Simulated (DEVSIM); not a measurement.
Structure: abrupt GaAs p-n junction, at 300 K.

| layer (left to right) | material | thickness (μm) | Nd (cm⁻³) | Na (cm⁻³) | τn (s) | τp (s) |
|---|---|---|---|---|---|---|
| 1 | GaAs | 53.0 | - | 1.5e15 | 3.8e-9 | 3.8e-9 |
| 2 | GaAs | 15.0 | 3.8e16 | - | 3.8e-9 | 3.8e-9 |

Left contact: ohmic. Right contact: ohmic. Voltage is applied to the left contact. Recombination: SRH at mid-gap, Auger. Mobility is μmin + (μ − μmin)/(1 + (N/Nref)^α).

Constants are typed, rounded textbook-type inputs, not results; the design itself was drawn at random and stands for no fabricated device. Values at 300 K.

```
parameter        GaAs
-------------  ------
gap (eV)        1.424
affinity (eV)    4.07
permittivity     12.9
Nc (cm⁻³)      4.7e17
Nv (cm⁻³)        9e18
μn (cm²/Vs)      8500
μp (cm²/Vs)       400
μn,min            500
μp,min             20
Nref,n           6e16
Nref,p         1.5e17
αn               0.39
αp               0.38
Cn (cm⁶/s)      1e-30
Cp (cm⁶/s)      1e-30
```

Simulated with DEVSIM: 1D drift-diffusion, Boltzmann statistics, complete ionisation; no tunnelling, impact ionisation, image-force lowering or self-heating.

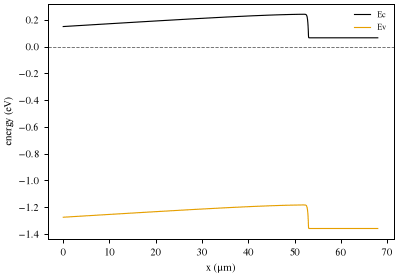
Figure. Band edges at 1.05 V on the left contact

Energies count from the Fermi level of the right contact; mesh points crowd at the junctions.

```json
[
 {"x (μm)": "0.000", "Ec (eV)": "0.149", "Ev (eV)": "-1.275", "n (cm⁻³)": "< 1e2", "p (cm⁻³)": "1.5e15", "field (V/cm)": "21"},
 {"x (μm)": "0.04823", "Ec (eV)": "0.149", "Ev (eV)": "-1.275", "n (cm⁻³)": "3.6e9", "p (cm⁻³)": "1.5e15", "field (V/cm)": "21"},
 {"x (μm)": "0.2023", "Ec (eV)": "0.150", "Ev (eV)": "-1.274", "n (cm⁻³)": "1.5e10", "p (cm⁻³)": "1.5e15", "field (V/cm)": "21"},
 {"x (μm)": "0.6568", "Ec (eV)": "0.150", "Ev (eV)": "-1.274", "n (cm⁻³)": "4.8e10", "p (cm⁻³)": "1.5e15", "field (V/cm)": "21"},
 {"x (μm)": "2.932", "Ec (eV)": "0.155", "Ev (eV)": "-1.269", "n (cm⁻³)": "2.0e11", "p (cm⁻³)": "1.5e15", "field (V/cm)": "21"},
 {"x (μm)": "9.236", "Ec (eV)": "0.168", "Ev (eV)": "-1.256", "n (cm⁻³)": "5.9e11", "p (cm⁻³)": "1.5e15", "field (V/cm)": "21"},
 {"x (μm)": "27.56", "Ec (eV)": "0.206", "Ev (eV)": "-1.218", "n (cm⁻³)": "3.3e12", "p (cm⁻³)": "1.5e15", "field (V/cm)": "19"},
 {"x (μm)": "47.16", "Ec (eV)": "0.237", "Ev (eV)": "-1.187", "n (cm⁻³)": "2.2e13", "p (cm⁻³)": "1.5e15", "field (V/cm)": "10"},
 {"x (μm)": "51.15", "Ec (eV)": "0.241", "Ev (eV)": "-1.183", "n (cm⁻³)": "3.4e13", "p (cm⁻³)": "1.5e15", "field (V/cm)": "≈ 0"},
 {"x (μm)": "52.40", "Ec (eV)": "0.240", "Ev (eV)": "-1.184", "n (cm⁻³)": "4.2e13", "p (cm⁻³)": "1.5e15", "field (V/cm)": "-97"},
 {"x (μm)": "52.82", "Ec (eV)": "0.201", "Ev (eV)": "-1.223", "n (cm⁻³)": "2.0e14", "p (cm⁻³)": "3.2e14", "field (V/cm)": "-3000"},
 {"x (μm)": "52.98", "Ec (eV)": "0.117", "Ev (eV)": "-1.307", "n (cm⁻³)": "5.1e15", "p (cm⁻³)": "1.3e13", "field (V/cm)": "-8800"},
 {"x (μm)": "53.01", "Ec (eV)": "0.082", "Ev (eV)": "-1.341", "n (cm⁻³)": "1.9e16", "p (cm⁻³)": "3.3e12", "field (V/cm)": "-7200"},
 {"x (μm)": "53.09", "Ec (eV)": "0.066", "Ev (eV)": "-1.358", "n (cm⁻³)": "3.7e16", "p (cm⁻³)": "1.6e12", "field (V/cm)": "-290"},
 {"x (μm)": "53.48", "Ec (eV)": "0.065", "Ev (eV)": "-1.359", "n (cm⁻³)": "3.8e16", "p (cm⁻³)": "1.3e12", "field (V/cm)": "≈ 0"},
 {"x (μm)": "54.50", "Ec (eV)": "0.065", "Ev (eV)": "-1.359", "n (cm⁻³)": "3.8e16", "p (cm⁻³)": "6.6e11", "field (V/cm)": "≈ 0"},
 {"x (μm)": "57.56", "Ec (eV)": "0.065", "Ev (eV)": "-1.359", "n (cm⁻³)": "3.8e16", "p (cm⁻³)": "9.7e10", "field (V/cm)": "≈ 0"},
 {"x (μm)": "63.94", "Ec (eV)": "0.065", "Ev (eV)": "-1.359", "n (cm⁻³)": "3.8e16", "p (cm⁻³)": "1.8e9", "field (V/cm)": "≈ 0"},
 {"x (μm)": "67.08", "Ec (eV)": "0.065", "Ev (eV)": "-1.359", "n (cm⁻³)": "3.8e16", "p (cm⁻³)": "1.7e8", "field (V/cm)": "≈ 0"},
 {"x (μm)": "67.71", "Ec (eV)": "0.065", "Ev (eV)": "-1.359", "n (cm⁻³)": "3.8e16", "p (cm⁻³)": "5.1e7", "field (V/cm)": "≈ 0"},
 {"x (μm)": "67.92", "Ec (eV)": "0.065", "Ev (eV)": "-1.359", "n (cm⁻³)": "3.8e16", "p (cm⁻³)": "1.3e7", "field (V/cm)": "≈ 0"},
 {"x (μm)": "68.00", "Ec (eV)": "0.065", "Ev (eV)": "-1.359", "n (cm⁻³)": "3.8e16", "p (cm⁻³)": "< 1e2", "field (V/cm)": "≈ 0"}
]
```
